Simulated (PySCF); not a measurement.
# C₄H₁₁NOSi₂: what the fields show

```xyz
19

C     3.7912   -0.3804   -0.3283
N     2.4503   -0.2936   -0.8306
C     1.5776    0.3540   -0.1721
Si   -0.1850    0.3613   -0.8298
C    -1.2223   -1.0684   -0.1324
C    -2.6594   -0.5380    0.0630
Si   -2.4939    1.2850    0.5567
O    -1.0441    1.6666   -0.2022
H     4.0598   -1.4411   -0.1904
H     4.4889    0.0160   -1.0840
H     3.9484    0.1584    0.6279
H     1.8357    0.8564    0.7904
H    -0.1576    0.4181   -2.3183
H    -0.7824   -1.3473    0.8415
H    -1.1853   -1.9740   -0.7588
H    -3.2348   -1.1382    0.7863
H    -3.2144   -0.5778   -0.8904
H    -2.3647    1.4757    2.0345
H    -3.5960    2.1551    0.0534
```

Geometry: PBE0-D3(BJ)/def2-SVP.

Level of theory: PBE0/pcSseg-1, SCF density, gas phase, non-relativistic (PySCF 2.14.0).

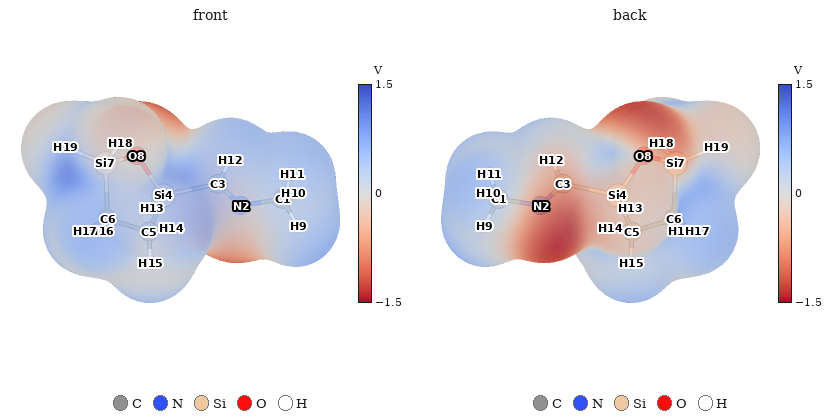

Figure 1. The electrostatic potential painted on the density surface at 0.001 e/bohr³, seen from the front and from behind; red is negative and blue positive.

> Where is the surface potential most negative and most positive?

The most negative region (about −1.4 V) lies over N2, the most positive (about +0.9 V) over Si7. N2 is the likeliest acceptor of a hydrogen bond.

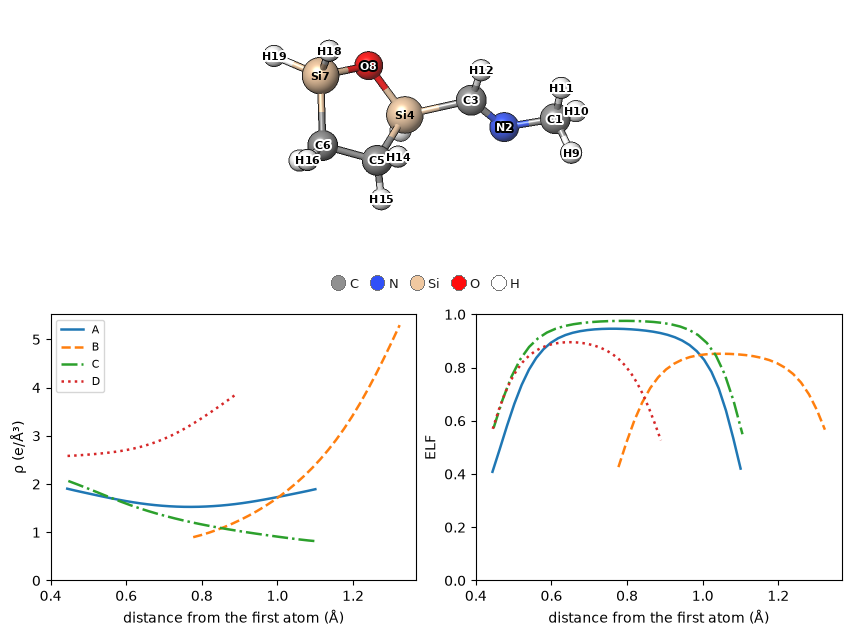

Figure 2. Total electron density and ELF along straight lines between neighbouring atoms. The curves leave out the atomic cores. The structure is drawn too.

> Which curve belongs to which contact (C–C, C–N, C–Si and Si–O)? The first atom named is at distance zero.

Curve A: C–C (1.54 Å): ρ is about 1.5 e/Å³ halfway; the ELF peaks at about 0.95 between the atoms (localised, covalent bonding). Curve B: Si–O (1.68 Å): the density is about 1.1 e/Å³ at the midpoint; the ELF peaks at about 0.85 between the atoms; a polar covalent bond. Curve C: C–Si (1.88 Å): the density is about 0.97 e/Å³ at the midpoint; the ELF peaks at about 1 between the atoms (a shared electron pair). Curve D: C–N (1.27 Å): the density is about 2.8 e/Å³ at the midpoint; the ELF peaks at about 0.90 between the atoms; a short, multiple covalent bond.
